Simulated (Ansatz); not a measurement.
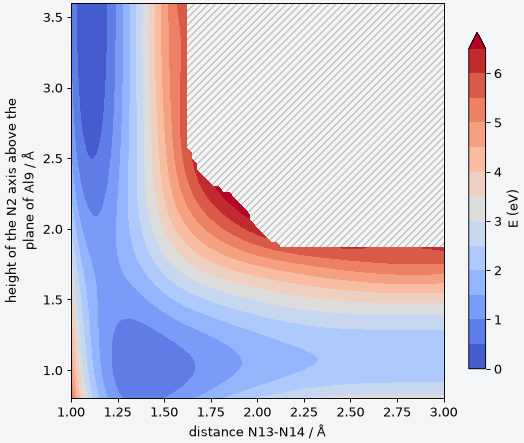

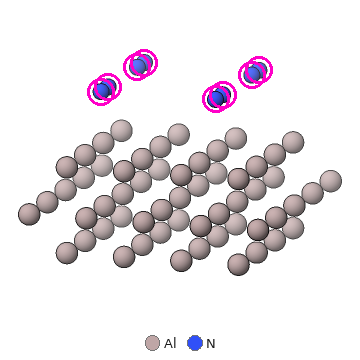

Energy landscape of N₂ on an Al(100) slab cut from the Fm-3m phase, its upper half relaxed before the scan (12 atoms of substrate and one adsorbate in a 2 × 2 cell). N2 lies flat over one site of a rigid substrate while its bond length and height are varied; it sits over a hollow of the top layer over the deeper atom Al8, heights counted from the top plane, its axis along the first surface vector. The first coordinate is: distance N13-N14; the second: height of the N2 axis above the plane of Al9. The grid has 8 × 8 points. At 15 points there is no value (left out: too close to the surface, or the stretched molecule far from it). Points are written as (first, second). Energies: eV, counted from the lowest grid point. Theory: DFT PBE, scalar-relativistic, plane waves, PAW in Ansatz. Settings: cutoff 420 eV, k-mesh 5×5×1, gaussian smearing 0.1 eV, no spin polarisation.

Drawn: filled contours, one colour for all values above the top of the scale, hatched blanks where no value was computed. Between grid points the surface is interpolated. The second picture is the structure at the lowest point; rings mark the moved atoms.

Question: Describe this landscape.

Answer: The lowest grid point is at (1.100 Å, 3.60 Å). It lies at the edge of the scanned range, so the true minimum may lie outside. There is a further well near (1.269 Å, 1.12 Å) (0.75 eV above the lowest at that grid point). The highest grid point, (1.845 Å, 2.08 Å), lies 6.00 eV above the lowest.

Time for the 49 points that were run: 4 min on 4 threads of Intel(R) Xeon(R) Platinum 8175M CPU @ 2.50GHz (Skylake/Cascade Lake), on a shared host.
